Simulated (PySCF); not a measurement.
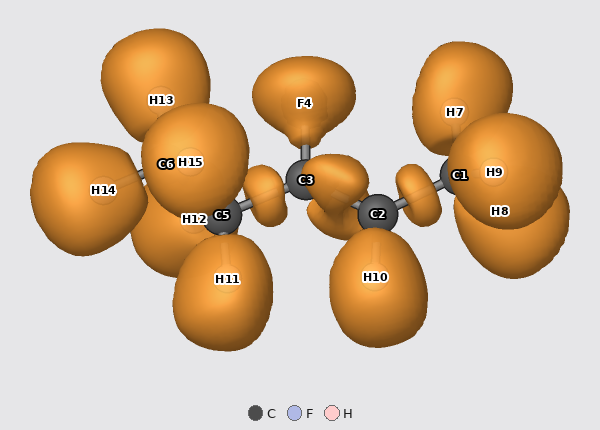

*C5H9F (SMILES C/C=C(\F)CC). Isosurface of the ELF at 0.75 (orange), seen across its widest extent. Core shells and regions of very low density are left out.*

Geometry: PBE0-D3(BJ)/def2-SVP.

All numbers below come from PySCF 2.14.0, CAM-B3LYP/def2-SVPD, SCF density, gas phase.

```xyz
15

C     2.5395    0.0403    0.5887
C     1.0867   -0.1137    0.8872
C     0.1346   -0.3284   -0.0225
F     0.4630   -0.4093   -1.3268
C    -1.3294   -0.4896    0.2004
C    -2.1640    0.5637   -0.5217
H     2.7300   -0.0056   -0.4918
H     3.1337   -0.7511    1.0755
H     2.9246    1.0020    0.9660
H     0.7570   -0.0529    1.9282
H    -1.5200   -0.4653    1.2836
H    -1.6235   -1.4947   -0.1517
H    -1.9620    0.5471   -1.6026
H    -3.2391    0.3839   -0.3741
H    -1.9311    1.5735   -0.1508
```

Question: Identify the bonds, lone pairs and shells in this picture.

Answer: The ELF exceeds this value in four regions between bonded C–C atoms (shared pairs), nine regions around hydrogen nuclei and one region on F in which the atom's valence shell and bonds are merged. Profiles from the grid: C–C (1.33 Å): the ELF peaks at about 0.95 between the atoms; a short, multiple covalent bond. C–F (1.35 Å): the ELF peaks at about 0.85 between the atoms; a polar covalent bond.
